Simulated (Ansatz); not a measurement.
# Run report: CH₆AlFSi, phonon calculation

CH₆AlFSi, SMILES [CH3][Al]([F])[SiH3], computed with RKS PBE0-D4/def2-SVP (Ansatz 0.2.0).

It belongs to a series of runs on one base structure; here: vibrations at the highest image of the band. Figures and captions count atoms from 1; the log counts them from 0 in places.

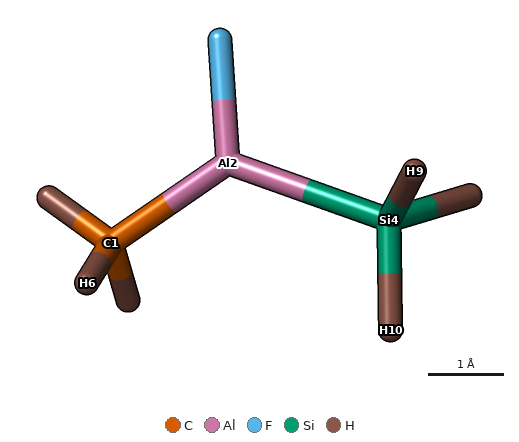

The structure (stick view, seen at a tilt; atoms are numbered from 1 in the order of the input). Sticks mark near contacts. Bond lengths as drawn: Al–C 1.94 Å, Al–F 1.67 Å, Al–Si 2.45 Å, C–H 1.10 Å and H–Si 1.50 Å.

## Summary

```json
{"quantity": "outcome", "value": "converged"}
{"quantity": "total energy", "value": "−18310.4472 eV"}
{"quantity": "mean-field energy", "value": "−18310.3050 eV"}
{"quantity": "largest force (length of the vector)", "value": "0.034 eV/Å"}
{"quantity": "hardware", "value": "2 threads of Arm Neoverse V2, 24 GiB of memory available, shared host"}
{"quantity": "wall time", "value": "66 s (CPU time 2.1 min)"}
{"quantity": "peak memory", "value": "0.18 GiB"}
```

## Input
```yaml
crystal:
  periodic: [false, false, false]
  atoms:
    - { symbol: C, position_ang: [-0.057446, 1.578799, -1.174391] }
    - { symbol: Al, position_ang: [0.594982, 0.431167, 0.252631] }
    - { symbol: F, position_ang: [1.914794, 0.961025, 1.137132] }
    - { symbol: Si, position_ang: [-0.296384, -1.74627, 0.932787] }
    - { symbol: H, position_ang: [-0.030198, 1.054991, -2.145209] }
    - { symbol: H, position_ang: [-1.11095, 1.859312, -1.003768] }
    - { symbol: H, position_ang: [0.534258, 2.502489, -1.264776] }
    - { symbol: H, position_ang: [0.742384, -2.817575, 0.792546] }
    - { symbol: H, position_ang: [-0.727936, -1.724396, 2.367872] }
    - { symbol: H, position_ang: [-1.480304, -2.150738, 0.107978] }
basis:
  gaussian: { orbitals: def2-SVP }
hamiltonian:
  xc: pbe0
  dispersion: d4
phonons: {}
```

Launched with:
```bash
ansatz run input.yaml --threads 2 --pin off --max-ram 3072MiB --backend cpu --events-out ev --progress --plain --runs-dir out
```

## What the program printed
```
Engine: ansatz 0.2.0, aarch64-unknown-linux-gnu
Functional definition: PBE0
  parameter a = 0.25
  parameter kappa = 0.804
  parameter beta = 0.06672455060314922
  exchange = (1 - a)*pbe_x(kappa = kappa, mu = beta*pi^2/3) + a*exact_x
  correlation = pbe_c(beta = beta)
972 factors; integrals over basis functions are off by at most 4.0e-4 eV
mean field evaluation 1: about -18304.0485 eV, gradient 5.4e1 eV
mean field evaluation 2: about -18299.2121 eV, gradient 7.3e1 eV
mean field evaluation 4: about -18310.2776 eV, gradient 2.9e0 eV
mean field evaluation 8: about -18310.3050 eV, gradient 5.4e-2 eV
mean field -18310.30500572 eV, -672.8912977897 hartree, gradient 9.7e-6 eV, S^2 0.000000; 0 other end points of the search recorded, 0 dependent functions left out
the calculation of the forces begins
reference -18310.30503707 eV, -672.8912989418 hartree; 24, 24 occupied and 70, 70 virtual orbitals, 972 factors
these checks for a lower state are left out or cut short: stability, starts, cluster_reference, orbital_swaps, neighbouring_geometries, increment
972 factors; integrals over basis functions are off by at most 4.0e-4 eV
mean field evaluation 16: about -18310.2968 eV, gradient 1.4e-1 eV
mean field -18310.30481203 eV, -672.8912906716 hartree, gradient 1.7e-6 eV, S^2 0.000000; 0 other end points of the search recorded, 0 dependent functions left out
[... from here on the field's lines of each further geometry are left out, up to the last ...]
the calculation of the forces begins
reference -18310.30501470 eV, -672.8912981198 hartree; 24, 24 occupied and 70, 70 virtual orbitals, 972 factors
these checks for a lower state are left out or cut short: stability, starts, cluster_reference, orbital_swaps, neighbouring_geometries, increment
972 factors; integrals over basis functions are off by at most 4.0e-4 eV
mean field -18310.30498708 eV, -672.8912971046 hartree, gradient 7.1e-6 eV, S^2 0.000000; 0 other end points of the search recorded, 0 dependent functions left out
the calculation of the forces begins
reference -18310.30501843 eV, -672.8912982567 hartree; 24, 24 occupied and 70, 70 virtual orbitals, 972 factors
WARN: phonons: modes at or below zero, which the zero-point energy, F, S and C_V leave out: 1, the lowest at -26.34 cm⁻¹. A minimum has none, and a first-order saddle one
Total energy: -18310.44718067 eV, -672.8965226227 hartree
Atom 0 at    -0.057446     1.578799    -1.174391 Å, force    -0.017182    -0.029262     0.004723 eV/Å
Atom 1 at     0.594982     0.431167     0.252631 Å, force     0.014093     0.010905     0.006230 eV/Å
Atom 2 at     1.914794     0.961025     1.137132 Å, force    -0.007219    -0.007063    -0.002111 eV/Å
Atom 3 at    -0.296384    -1.746270     0.932787 Å, force     0.001159     0.002127    -0.000449 eV/Å
Atom 4 at    -0.030198     1.054991    -2.145209 Å, force     0.008297     0.004451    -0.003194 eV/Å
Atom 5 at    -1.110950     1.859312    -1.003768 Å, force     0.002263     0.008817     0.003487 eV/Å
Atom 6 at     0.534258     2.502489    -1.264776 Å, force    -0.000557     0.012201    -0.009379 eV/Å
Atom 7 at     0.742384    -2.817575     0.792546 Å, force    -0.001348    -0.003253     0.001489 eV/Å
Atom 8 at    -0.727936    -1.724396     2.367872 Å, force    -0.001035    -0.003640     0.001153 eV/Å
Atom 9 at    -1.480304    -2.150738     0.107978 Å, force     0.001528     0.004718    -0.001950 eV/Å
Dipole moment:    -0.244290     0.062911    -0.276616 e Å
Vibrations: -26.34 24.69 113.83 176.87 191.06 371.10 424.07 455.49 630.45 632.99 692.35 845.59 868.97 928.90 934.60 1207.36 1415.93 1417.13 2204.86 2213.26 2214.86 3045.16 3137.65 3167.02 cm⁻¹, zero-point energy 1.693266 eV
```

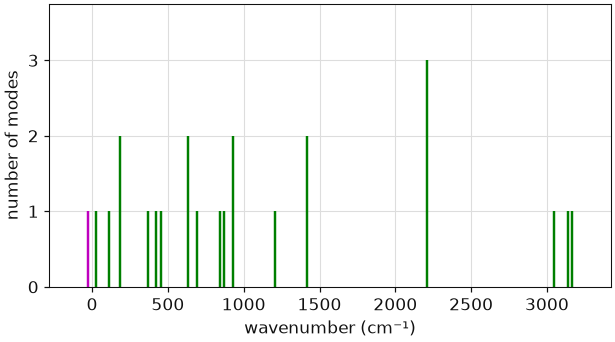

Harmonic vibrational wavenumbers from the force constants; neighbouring modes closer than 15 cm⁻¹ are counted in one stick, and imaginary ones are drawn at negative wavenumbers. 24 modes from 26i to 3167 cm⁻¹, 1 imaginary beyond 8i (26i cm⁻¹): not a clean minimum; so soft a mode can be a shallow saddle, an incomplete relaxation or noise of the force constants.
